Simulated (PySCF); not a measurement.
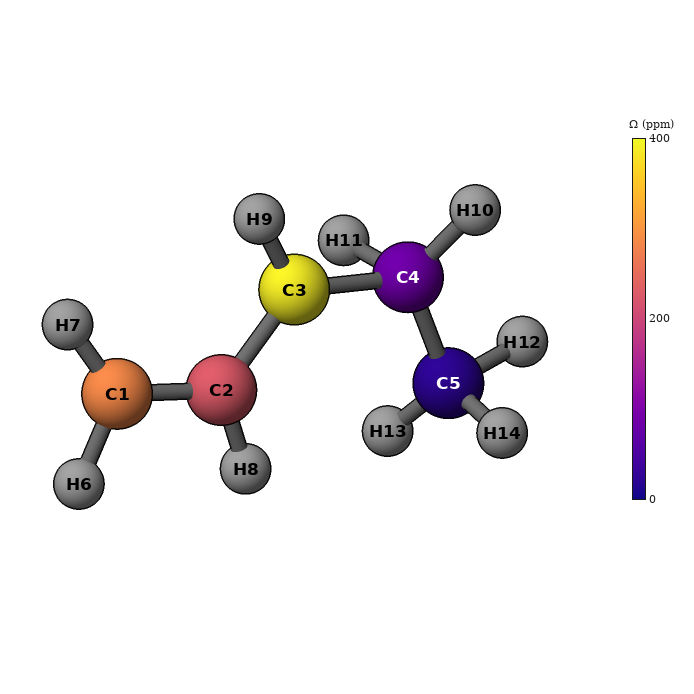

The C atoms are coloured by the span of their shielding tensor. Charge +1, singlet. Geometry: a frame of a GFN2-xTB molecular-dynamics simulation, not a minimum. Level of theory: GIAO PBE0/pcSseg-1 NMR shielding, non-relativistic, gas phase (PySCF 2.14.0). Principal shieldings σ11 ≤ σ22 ≤ σ33, span Ω = σ33 − σ11, skew κ = 3(σiso − σ22)/Ω.

Question. Which C atom has the most anisotropic shielding?

Answer. C3, with a span of 388 ppm.

Give the shielding tensors of the C atoms.

```json
{"atom": "C1", "σ11": "−122.2", "σ22": "−60.1", "σ33": "162.5", "σiso": "−6.6", "Ω": "284.7", "κ": "0.56"}
{"atom": "C2", "σ11": "−59.3", "σ22": "16.8", "σ33": "168.5", "σiso": "42.0", "Ω": "227.8", "κ": "0.33"}
{"atom": "C3", "σ11": "−252.6", "σ22": "−158.7", "σ33": "135.7", "σiso": "−91.9", "Ω": "388.3", "κ": "0.52"}
{"atom": "C4", "σ11": "54.0", "σ22": "101.5", "σ33": "138.6", "σiso": "98.0", "Ω": "84.5", "κ": "−0.12"}
{"atom": "C5", "σ11": "158.1", "σ22": "170.9", "σ33": "180.2", "σiso": "169.7", "Ω": "22.1", "κ": "−0.16"}
```

Shieldings and span in ppm.
